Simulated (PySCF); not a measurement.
# C3H8FNSi: the cost of one run

The runs use PySCF 2.14.0, with density-fitted response routines of our own; the level of theory stands in each step. All values are computed, except where a source is named. Atoms count from 0, in the outputs and in this text.

## 1. The starting structure

14 atoms, charge 0, multiplicity 1; geometry from: PBE0-D3(BJ)/def2-SVP.

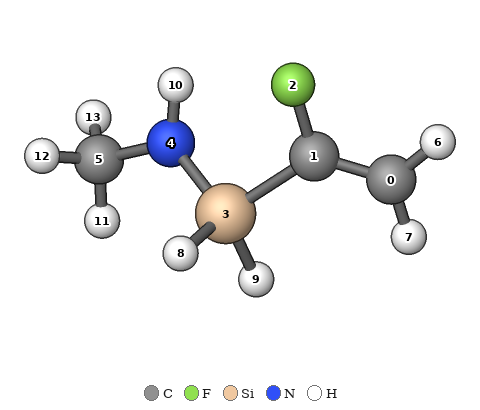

As it starts; carbon grey, fluorine green, silicon light orange, nitrogen blue, hydrogen white, atoms numbered.

## 2. Excited states and response: LDA/def2-SVPD

What the job is given:

```
{"job": {"kind": "uv", "xc": "LDA", "basis": "def2-SVPD", "ip": true}, "charge": 0, "multiplicity": 1}
C      2.859103    -0.248417    -0.104613
C      1.682228     0.374047    -0.121698
F      1.459111     1.351160    -1.029802
Si     0.211733     0.076544     1.023255
N     -1.170737     0.046973    -0.007372
C     -2.525676    -0.205425     0.416488
H      3.655985     0.022634    -0.802949
H      3.039596    -1.047696     0.616438
H      0.196707     1.149623     2.075123
H      0.395460    -1.227715     1.728534
H     -1.090174     0.585972    -0.863529
H     -2.529739    -0.902302     1.270158
H     -3.076031     0.700791     0.736837
H     -3.113138    -0.686750    -0.383350
```

With the program's defaults for keys left out, this is: TDDFT LDA/def2-SVPD, vertical, gas phase, core orbitals frozen in the response.

The run is started by

```console
$ OMP_NUM_THREADS=1 python probes_run.py task.json out
```

This one command runs all jobs of the session in turn.

Q: Estimate the wall time and peak memory of this first job on 1 thread of Intel Xeon 6975P-C, shared host.

About 51 s, with a peak of 0.56 GiB.
